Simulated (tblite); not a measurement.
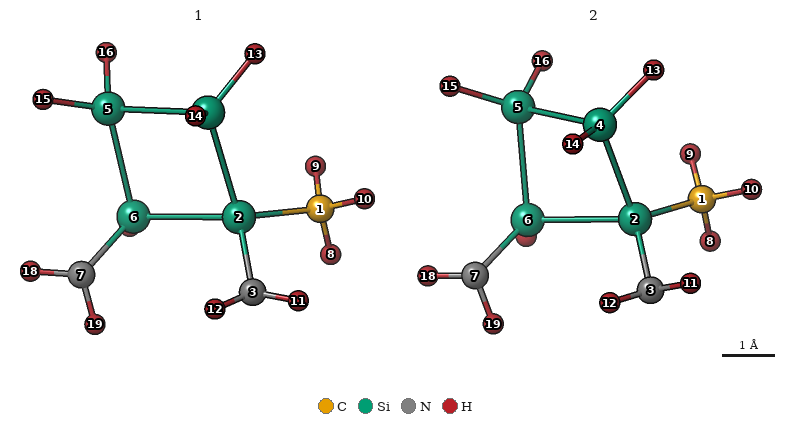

Two geometries of CH12N2Si4, drawn at one scale. One is the start of a relaxation, the other its converged end. A ball-and-stick model, seen face on.

Theory: GFN2-xTB geometry optimisation, gas phase in tblite. 

> Which geometry has the lower energy?

Structure 1 is the relaxed one. The largest move after the best rigid fit is that of an H atom, 0.86 Å. By element the largest moves are H 0.86 Å, C 0.35 Å, Si 0.33 Å, N 0.20 Å. Some distances before and after: Si–Si 2.298 → 2.387 Å, C–Si 1.833 → 1.906 Å, Si–Si 2.285 → 2.351 Å, N–Si 1.688 → 1.739 Å. Among the angles between lasting bonds that change: H–Si–H 113.3° → 101.4°, C–Si–N 113.8° → 102.9°, Si–Si–N 116.9° → 106.3°. The energy falls by 17.0 kcal/mol in 115 geometry steps.
